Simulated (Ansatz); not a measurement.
**H3O+ (oxonium) at 6 levels**

We compute a comparison of 6 runs (UHF/3-21G, HSE06/3-21G, HSE06/6-31G, r2SCAN0/3-21G, wB97X/6-31G, BCCD(T)/3-21G) of H3O+ (oxonium). 

The calculation is run with Ansatz 0.2.0.

## (1) Starting point

H3O+ has 4 atoms, charge +1, and is taken as a singlet. SMILES: `[OH3+]`. The H4–O1 distance was set to 1.476 Å, away from the relaxed value. At this shape a bond of the SMILES string is far longer than usual.

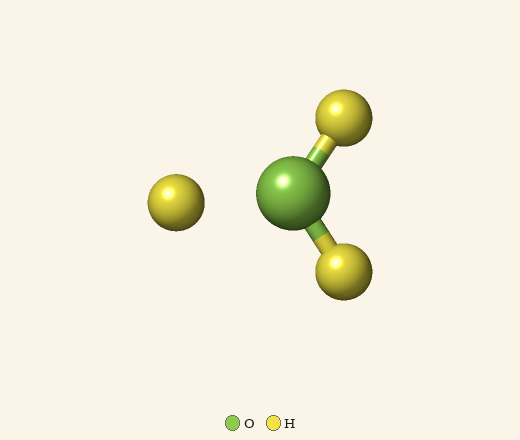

The structure, seen from a chosen angle (oxygen green, hydrogen yellow).

## (2) A single-point energy at UHF/3-21G (run 1)

The input, molecule.yaml:

```yaml
crystal:
  periodic: [false, false, false]
  atoms:
    - {symbol: O, position_ang: [0.292511, 0.154372, -0.488415]}
    - {symbol: H, position_ang: [0.310691, 1.134832, -0.415045]}
    - {symbol: H, position_ang: [-0.316949, -0.151228, -1.197195]}
    - {symbol: H, position_ang: [0.003130, -0.491800, 0.806120]}
basis:
  gaussian: {orbitals: 3-21G.json}
total_charge: 1
accuracy: high
magnetization: {spin_polarized: true}
hamiltonian: {xc: hf}
```

The basis set 3-21G is read from a file made from the Basis Set Exchange's data (not shown).

Launch:

```
$ ansatz run molecule.yaml --threads 1 --pin off --max-ram 2610MiB --events-out events.jsonl --progress --plain --runs-dir runs
```

The log of the run:

```text
Warning: RAYON_NUM_THREADS=1 ignored (pool sized by the plan → 1); use --threads N
Functional definition: HF
  name "HF"
  exchange = exact_x
  correlation = 0
232 factors; integrals over basis functions are off by at most 4.0e-9 eV
mean field evaluation 1: about -2056.8753 eV, gradient 4.2e1 eV
mean field evaluation 2: about -2056.8721 eV, gradient 4.2e1 eV
mean field evaluation 4: about -2062.5484 eV, gradient 1.2e0 eV
mean field evaluation 8: about -2062.5565 eV, gradient 2.6e-5 eV
mean field evaluation 16: about -2059.7517 eV, gradient 5.0e0 eV
mean field -2062.55646642 eV, -75.7975520901 hartree, gradient 7.3e-8 eV, S^2 0.000000; 0 other end points of the search recorded, 0 dependent functions left out
reference -2062.55646642 eV, -75.7975520901 hartree; 5, 5 occupied and 10, 10 virtual orbitals, 232 factors
Total energy: -2062.55646642 eV, -75.7975520901 hartree
```

It took 0.04 s on 1 thread of AMD EPYC 9R45 (Zen 5), shared host.

## (3) The energy at HSE06/3-21G (run 2)

The input, run.yaml:

```yaml
crystal:
  periodic: [false, false, false]
  atoms:
    - {symbol: O, position_ang: [0.292511, 0.154372, -0.488415]}
    - {symbol: H, position_ang: [0.310691, 1.134832, -0.415045]}
    - {symbol: H, position_ang: [-0.316949, -0.151228, -1.197195]}
    - {symbol: H, position_ang: [0.003130, -0.491800, 0.806120]}
basis:
  gaussian:
    orbitals: 3-21G.json
total_charge: 1
hamiltonian:
  xc: {name: HSE06}
accuracy: high
```

The basis set 3-21G is read from a file made from the Basis Set Exchange's data (not shown).

Launch:

```
$ ansatz run run.yaml --threads 1 --pin off --max-ram 2610MiB --events-out events.jsonl --progress --plain --runs-dir runs
```

The log of the run:

```text
Warning: RAYON_NUM_THREADS=1 ignored (pool sized by the plan → 1); use --threads N
Functional definition: HSE06
  name "HSE06"
  parameter a = 0.25
  parameter omega = 0.11/bohr
  exchange = pbe_x - a*pbe_x_sr(omega) + a*exact_x_sr(omega)
  correlation = pbe_c
232 factors; integrals over basis functions are off by at most 4.0e-9 eV
49 factors; integrals over basis functions are off by at most 3.1e-10 eV
mean field evaluation 1: about -2058.4567 eV, gradient 9.0e1 eV
mean field evaluation 2: about -2034.0567 eV, gradient 1.2e2 eV
mean field evaluation 4: about -2071.2578 eV, gradient 2.0e0 eV
mean field evaluation 8: about -2071.2605 eV, gradient 1.4e-2 eV
mean field evaluation 16: about -2071.2605 eV, gradient 1.0e-7 eV
mean field -2071.26050984 eV, -76.1174197859 hartree, gradient 2.7e-8 eV, S^2 0.000000; 0 other end points of the search recorded, 0 dependent functions left out
reference -2071.26051121 eV, -76.1174198360 hartree; 5, 5 occupied and 10, 10 virtual orbitals, 232 factors
Total energy: -2071.26051121 eV, -76.1174198360 hartree
```

Run time: 0.24 s. Hardware: 1 thread of AMD EPYC 9R45 (Zen 5), shared host.

Runs 3 to 5 aren't shown in full; the table further down has their settings and results.

## (4) A single-point energy at BCCD(T)/3-21G (run 6)

The input, job.yaml:

```yaml
crystal:
  periodic: [false, false, false]
  atoms:
    - {symbol: O, position_ang: [0.292511, 0.154372, -0.488415]}
    - {symbol: H, position_ang: [0.310691, 1.134832, -0.415045]}
    - {symbol: H, position_ang: [-0.316949, -0.151228, -1.197195]}
    - {symbol: H, position_ang: [0.003130, -0.491800, 0.806120]}
basis:
  gaussian: {orbitals: 3-21G.json}
total_charge: 1
correlation: {method: bccd_t, frozen_orbitals: {H: 0, O: 1}}
accuracy: high
scf: {omitted_lower_state_checks: [cluster_reference, increment]}
```

The basis set 3-21G is read from a file made from the Basis Set Exchange's data (not shown).

Launch:

```
$ ansatz run job.yaml --threads 1 --pin off --max-ram 2610MiB --events-out events.jsonl --progress --plain --runs-dir runs
```

The log of the run, shortened:

```text
Warning: RAYON_NUM_THREADS=1 ignored (pool sized by the plan → 1); use --threads N
[... 2 set-up lines as earlier in the session ...]
[...]
232 factors; integrals over basis functions are off by at most 4.0e-9 eV
[...]
mean field -2062.55646642 eV, -75.7975520901 hartree, gradient 9.7e-8 eV, S^2 0.000000; 0 other end points of the search recorded, 0 dependent functions left out
1 core orbitals not correlated: weight in the atoms' cores, before any rotation towards them, 1.000 or more for the frozen orbitals, at most 0.000 for the correlated occupied ones
reference -2062.55646642 eV, -75.7975520901 hartree; 4, 4 occupied and 10, 10 virtual orbitals, 232 factors
second order -3.81103247 eV of doubles, -0.00000000 eV of singles
cycle   1  -3.85197594 eV  change   -4.1e-2 eV  update   5.3e-2
[...]
cycle  21  -4.04078058 eV  change  -9.4e-11 eV  update  3.1e-10
perturbative correction -0.07459438 eV, -0.0027412928 hartree
Total energy: -2066.67184138 eV, -75.9487893303 hartree
Checks for a lower state left out: cluster_reference, increment
```

It took 0.08 s on 1 thread of AMD EPYC 9R45 (Zen 5), shared host.

## (5) All runs side by side

```
run          level  frozen core orbitals  energy (Eh)  wall time
  1      UHF/3-21G                     –   -75.797552     0.04 s
  2    HSE06/3-21G                     –   -76.117420     0.24 s
  3    HSE06/6-31G                     –   -76.507719     0.26 s
  4  r2SCAN0/3-21G                     –   -76.149542     0.36 s
  5    wB97X/6-31G                     –   -76.572877     0.78 s
  6  BCCD(T)/3-21G                     1   -75.948789     0.08 s
```

## (6) What came out

```
                                         quantity         value
                              run 6: total energy  -75.94879 Eh
run 6: correlation energy (1 core orbital frozen)    -151.2 mEh
                            run 6: (T) correction     -2.74 mEh
```

**Reading.** Totals of different functionals can't be ranked against each other. All runs together took 1.8 s, the longest 0.78 s.
